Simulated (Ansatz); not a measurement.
CH3FGa (SMILES [CH2-][GaH][F]) (charge −1)

Input

```
crystal:
  periodic: [false, false, false]
  atoms:
    - symbol: C
      position_ang: [-0.941972, -1.009225, -0.785627]
    - symbol: F
      position_ang: [-0.553938, 2.072214, -0.060633]
    - symbol: Ga
      position_ang: [-0.047410, 0.568450, -1.007275]
    - symbol: H
      position_ang: [-0.658673, -1.915001, -1.337174]
    - symbol: H
      position_ang: [1.174529, 1.056354, -1.881630]
    - symbol: H
      position_ang: [-1.792386, -1.134934, -0.103802]
basis:
  gaussian:
    orbitals: def2-TZVPD
total_charge: -1
hamiltonian:
  xc: pbe0
output: {forces: true, orbitals: {seedname: orbitals}}
```

Run with:

```sh
ansatz run input.yaml --threads 1 --pin off --max-ram 2610MiB --events-out events.jsonl --progress --plain --runs-dir runs
```

Geometry: r2SCAN-D4/def2-SVPD.

Level of theory: isolated molecule in a Gaussian basis; Kohn-Sham density functional theory, functional PBE0 (Ansatz 0.2.0).

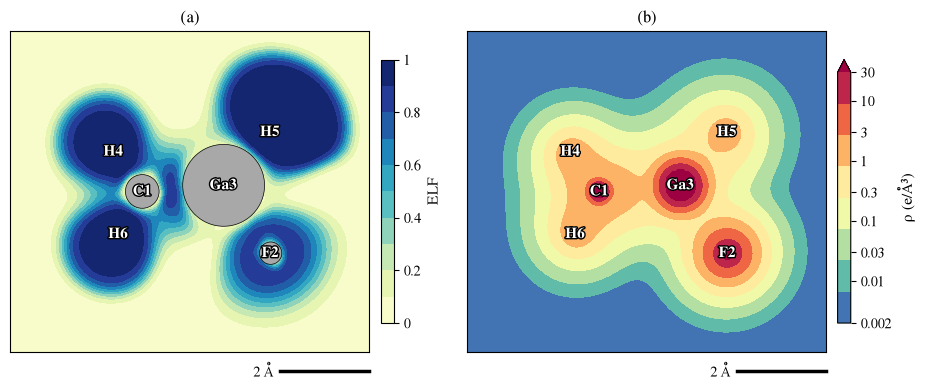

Figure 1. (a) ELF; (b) total electron density on the molecular plane. Grey discs cover the atomic cores in the ELF map.

> What does the map show?

- The plane passes through C, F, Ga and H nuclei.
- C–Ga (1.83 Å): the density is about 0.95 e/Å³ at the midpoint; the ELF peaks at about 0.85 in the valence shell of C, 0.7 Å from its nucleus, and is about 0.45 at the midpoint.
- Ga–F (1.85 Å): ρ at the midpoint is about 0.7 e/Å³; the ELF peaks at about 0.85 in the valence shell of F, 0.5 Å from its nucleus, and is about 0.15 at the midpoint.
- C–H (1.10 Å): ρ at the midpoint is about 1.9 e/Å³; the ELF climbs to about 1 towards the hydrogen, as it does in any bond to H; a covalent bond by its length.
- Ga–H (1.58 Å): ρ is about 0.94 e/Å³ halfway; the ELF climbs to about 1 towards the hydrogen.
- The ELF also peaks beside F2, away from the bonds: lone-pair regions.

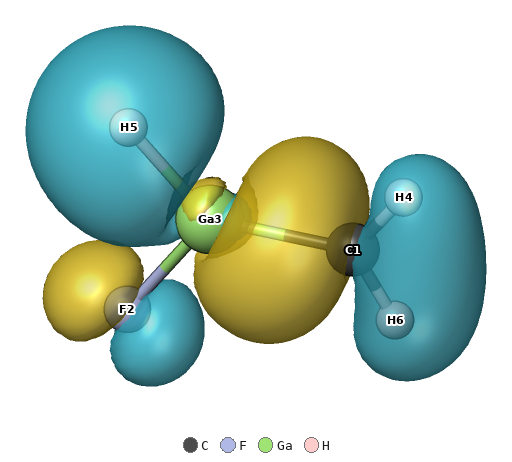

Figure 2. The HOMO−1 at ±0.08 Å⁻³ᐟ² (yellow and cyan are the two phases), seen at a tilt.

> What is the character of this orbital?

It lies mainly on C1 (about 30 %), Ga3 (about 25 %), H5 (about 25 %) and F2 (about 10 %); it is symmetric in the molecular plane (an in-plane orbital: σ, lone-pair or in-plane π type). Its energy is −3.06 eV.
